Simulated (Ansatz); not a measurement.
# doublet GeSiH5Cl+ at 6 levels

Aim: a comparison of 6 runs (UB3LYP/6-31G*, UB3LYP/cc-pVDZ, UBHLYP/cc-pVDZ, UPBE0/cc-pVDZ, RPA@PBE/cc-pVDZ, UCCSD/cc-pVDZ) of doublet GeSiH5Cl+. 

The calculation is run with Ansatz 0.2.0.

62 further runs of the same task are left out: 62 set aside as unsound or not needed.

### Step 1. Starting point

GeSiH5Cl+: 8 atoms, total charge +1, spin state doublet. As SMILES of the parent species, `Cl[SiH2][GeH3]`. The coordinates come from a PBE0-D4/def2-TZVP relaxation. That shape belongs to the parent species and isn't relaxed for this state.

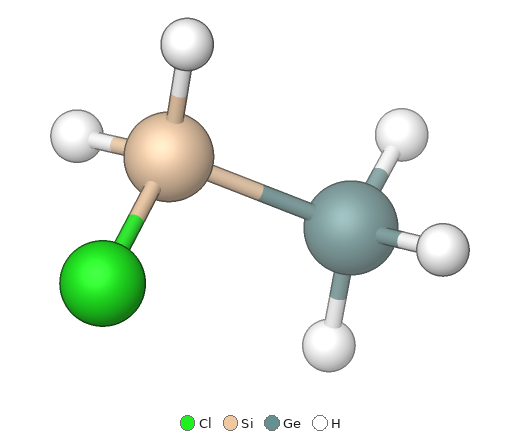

The structure, seen from a chosen angle (chlorine green, silicon light orange, germanium teal, hydrogen white).

### Step 2. The energy at UB3LYP/6-31G(d) (spherical functions) (run 1)

Contents of in.yaml:

```yaml
crystal:
  periodic: [false, false, false]
  atoms:
    - symbol: Cl
      position_ang: [-2.290300, 1.217200, -0.310600]
    - symbol: Si
      position_ang: [-0.414100, 0.602600, -0.906900]
    - symbol: Ge
      position_ang: [0.581500, -0.662200, 0.842700]
    - symbol: H
      position_ang: [-0.573600, -0.206400, -2.140800]
    - symbol: H
      position_ang: [0.380700, 1.815700, -1.222200]
    - symbol: H
      position_ang: [0.711200, 0.201700, 2.106100]
    - symbol: H
      position_ang: [1.981500, -1.135500, 0.415600]
    - symbol: H
      position_ang: [-0.284600, -1.890300, 1.160200]
basis:
  gaussian: {orbitals: 6-31G_st_-spherical.json}
total_charge: 1
magnetization: {spin_polarized: true, initial_magnetization: 1}
hamiltonian: {xc: {name: B3LYP}}
accuracy: high
output: {orbitals: {seedname: orbitals}}
```

The basis set 6-31G* is read from a file made from the Basis Set Exchange's data (not shown).

Run with:

```bash
$ ansatz run in.yaml --threads 1 --pin off --max-ram 3480MiB --events-out events.jsonl --progress --plain --runs-dir runs
```

What it wrote:

```text
Warning: RAYON_NUM_THREADS=1 ignored (pool sized by the plan → 1); use --threads N
Functional definition: B3LYP
  name "B3LYP"
  parameter a0 = 0.2
  parameter ax = 0.72
  parameter ac = 0.81
  exchange = (1 - a0 - ax)*slater_x + ax*b88_x + a0*exact_x
  correlation = (1 - ac)*vwn_rpa_c + ac*lyp_c
1666 factors; integrals over basis functions are off by at most 4.5e-9 eV
mean field evaluation 1: about -76982.8720 eV, gradient 1.6e1 eV
mean field evaluation 2: about -76979.7119 eV, gradient 2.6e1 eV
mean field evaluation 4: about -76984.2520 eV, gradient 1.1e0 eV
mean field evaluation 8: about -76984.3882 eV, gradient 5.0e-2 eV
mean field evaluation 16: about -76984.3883 eV, gradient 8.4e-5 eV
mean field evaluation 32: about -76984.3648 eV, gradient 1.6e0 eV
mean field -76984.38825051 eV, -2829.1240863136 hartree, gradient 6.6e-8 eV, S^2 0.752884; 2 other end points of the search recorded, 0 dependent functions left out
reference -76984.38829449 eV, -2829.1240879298 hartree; 34, 33 occupied and 44, 45 virtual orbitals, 1666 factors
Total energy: -76984.38829449 eV, -2829.1240879298 hartree
```

Run time: 21 s. Hardware: 1 thread of Arm Neoverse V1, shared host; peak memory 0.42 GiB.

### Step 3. The energy at UB3LYP/cc-pVDZ (run 2)

Contents of input.yaml:

```yaml
crystal:
  periodic: [false, false, false]
  atoms:
    - symbol: Cl
      position_ang: [-2.290300, 1.217200, -0.310600]
    - symbol: Si
      position_ang: [-0.414100, 0.602600, -0.906900]
    - symbol: Ge
      position_ang: [0.581500, -0.662200, 0.842700]
    - symbol: H
      position_ang: [-0.573600, -0.206400, -2.140800]
    - symbol: H
      position_ang: [0.380700, 1.815700, -1.222200]
    - symbol: H
      position_ang: [0.711200, 0.201700, 2.106100]
    - symbol: H
      position_ang: [1.981500, -1.135500, 0.415600]
    - symbol: H
      position_ang: [-0.284600, -1.890300, 1.160200]
basis:
  gaussian:
    orbitals: cc-pVDZ
total_charge: 1
magnetization:
  spin_polarized: true
  initial_magnetization: 1
hamiltonian:
  xc: {name: B3LYP}
accuracy: high
output: {orbitals: {seedname: orbitals}}
```

Run with:

```bash
$ ansatz run input.yaml --threads 1 --pin off --max-ram 3480MiB --events-out events.jsonl --progress --plain --runs-dir runs
```

What it wrote:

```text
Warning: RAYON_NUM_THREADS=1 ignored (pool sized by the plan → 1); use --threads N
Functional definition: B3LYP
  name "B3LYP"
  parameter a0 = 0.2
  parameter ax = 0.72
  parameter ac = 0.81
  exchange = (1 - a0 - ax)*slater_x + ax*b88_x + a0*exact_x
  correlation = (1 - ac)*vwn_rpa_c + ac*lyp_c
2042 factors; integrals over basis functions are off by at most 4.4e-9 eV
mean field evaluation 1: about -76991.0366 eV, gradient 1.5e1 eV
mean field evaluation 2: about -76988.3594 eV, gradient 2.4e1 eV
mean field evaluation 4: about -76992.3510 eV, gradient 1.0e0 eV
mean field evaluation 8: about -76992.4461 eV, gradient 3.9e-2 eV
mean field evaluation 16: about -76992.4461 eV, gradient 1.8e-4 eV
mean field evaluation 32: about -76992.4255 eV, gradient 1.5e0 eV
mean field -76992.44607196 eV, -2829.4202057903 hartree, gradient 7.2e-8 eV, S^2 0.753034; 2 other end points of the search recorded, 0 dependent functions left out
reference -76992.44611597 eV, -2829.4202074074 hartree; 34, 33 occupied and 54, 55 virtual orbitals, 2042 factors
Total energy: -76992.44611597 eV, -2829.4202074074 hartree
```

Wall time 26 s (1 thread of Arm Neoverse V1, shared host); peak memory 0.52 GiB.

### Step 4. A single-point energy at UBHLYP/cc-pVDZ (run 3)

Contents of molecule.yaml:

```yaml
crystal:
  periodic: [false, false, false]
  atoms:
    - {symbol: Cl, position_ang: [-2.290300, 1.217200, -0.310600]}
    - {symbol: Si, position_ang: [-0.414100, 0.602600, -0.906900]}
    - {symbol: Ge, position_ang: [0.581500, -0.662200, 0.842700]}
    - {symbol: H, position_ang: [-0.573600, -0.206400, -2.140800]}
    - {symbol: H, position_ang: [0.380700, 1.815700, -1.222200]}
    - {symbol: H, position_ang: [0.711200, 0.201700, 2.106100]}
    - {symbol: H, position_ang: [1.981500, -1.135500, 0.415600]}
    - {symbol: H, position_ang: [-0.284600, -1.890300, 1.160200]}
basis:
  gaussian:
    orbitals: cc-pVDZ
total_charge: 1
magnetization:
  spin_polarized: true
  initial_magnetization: 1
hamiltonian:
  xc: {name: BHLYP}
accuracy: high
output: {orbitals: {seedname: orbitals}}
```

Run with:

```bash
$ ansatz run molecule.yaml --threads 1 --pin off --max-ram 3480MiB --events-out events.jsonl --progress --plain --runs-dir runs
```

What it wrote:

```text
Warning: RAYON_NUM_THREADS=1 ignored (pool sized by the plan → 1); use --threads N
Functional definition: BHLYP
  name "BHLYP"
  parameter a = 0.5
  exchange = (1 - a)*b88_x + a*exact_x
  correlation = lyp_c
2042 factors; integrals over basis functions are off by at most 4.4e-9 eV
mean field evaluation 1: about -76988.2812 eV, gradient 1.3e1 eV
mean field evaluation 2: about -76987.9901 eV, gradient 1.5e1 eV
mean field evaluation 4: about -76989.4021 eV, gradient 5.7e-1 eV
mean field evaluation 8: about -76989.4110 eV, gradient 3.3e-2 eV
mean field evaluation 16: about -76989.4110 eV, gradient 1.5e-4 eV
mean field evaluation 32: about -76988.6614 eV, gradient 5.3e0 eV
mean field -76989.41103110 eV, -2829.3086700960 hartree, gradient 4.0e-8 eV, S^2 0.757602; 2 other end points of the search recorded, 0 dependent functions left out
reference -76989.41106119 eV, -2829.3086712015 hartree; 34, 33 occupied and 54, 55 virtual orbitals, 2042 factors
Total energy: -76989.41106119 eV, -2829.3086712015 hartree
```

Run time: 23 s. Hardware: 1 thread of Arm Neoverse V1, shared host; peak memory 0.53 GiB.

Runs 4 to 5 aren't shown in full; the table further down has their settings and results.

### Step 5. A single-point energy at UCCSD/cc-pVDZ (run 6)

Contents of in.yaml:

```yaml
crystal:
  periodic: [false, false, false]
  atoms:
    - {symbol: Cl, position_ang: [-2.290300, 1.217200, -0.310600]}
    - {symbol: Si, position_ang: [-0.414100, 0.602600, -0.906900]}
    - {symbol: Ge, position_ang: [0.581500, -0.662200, 0.842700]}
    - {symbol: H, position_ang: [-0.573600, -0.206400, -2.140800]}
    - {symbol: H, position_ang: [0.380700, 1.815700, -1.222200]}
    - {symbol: H, position_ang: [0.711200, 0.201700, 2.106100]}
    - {symbol: H, position_ang: [1.981500, -1.135500, 0.415600]}
    - {symbol: H, position_ang: [-0.284600, -1.890300, 1.160200]}
basis:
  gaussian:
    orbitals: cc-pVDZ
scf:
  omitted_lower_state_checks: [cluster_reference, increment]
accuracy: high
magnetization:
  spin_polarized: true
  initial_magnetization: 1
total_charge: 1
correlation:
  method: ccsd
  frozen_orbitals: {Cl: 5, Ge: 9, H: 0, Si: 5}
```

Run with:

```bash
$ ansatz run in.yaml --threads 1 --pin off --max-ram 3480MiB --events-out events.jsonl --progress --plain --runs-dir runs
```

What it wrote:

```text
Warning: RAYON_NUM_THREADS=1 ignored (pool sized by the plan → 1); use --threads N
[... 12 lines left out ...]
19 core orbitals not correlated: weight in the atoms' cores, before any rotation towards them, 1.000 or more for the frozen orbitals, at most 0.000 for the correlated occupied ones
[... 33 lines left out ...]
Total energy: -76919.95487773 eV, -2826.7562035387 hartree
Checks for a lower state left out: cluster_reference, increment
```

It took 77 s on 1 thread of Arm Neoverse V1, shared host; peak memory 0.78 GiB.

### Step 6. Overview of the runs

```csv
run,level,frozen core orbitals,energy (Eh),HOMO energy (eV),LUMO energy (eV),⟨S²⟩,wall time
1,UB3LYP/6-31G* (spherical functions),–,-2829.124088,-14.38,-12.32,0.753,21 s
2,UB3LYP/cc-pVDZ,–,-2829.420207,-14.34,-12.28,0.753,26 s
3,UBHLYP/cc-pVDZ,–,-2829.308671,-15.76,-11.40,0.758,23 s
4,UPBE0/cc-pVDZ,–,-2828.797824,-14.57,-12.13,0.754,28 s
5,RPA@PBE/cc-pVDZ,19,-2826.970775,–,–,0.751,36 s
6,UCCSD/cc-pVDZ,19,-2826.756204,–,–,0.762,77 s
```

### Step 7. Results

```
                                           quantity           value
                                run 6: total energy  -2826.75620 Eh
run 6: correlation energy (19 core orbitals frozen)      -397.4 mEh
           run 6: ⟨S²⟩ of the reference determinant           0.762
                               run 6: T1 diagnostic           0.024
```

In words: Totals of different functionals can't be ranked against each other. All runs together took 3.5 min, the longest 77 s.
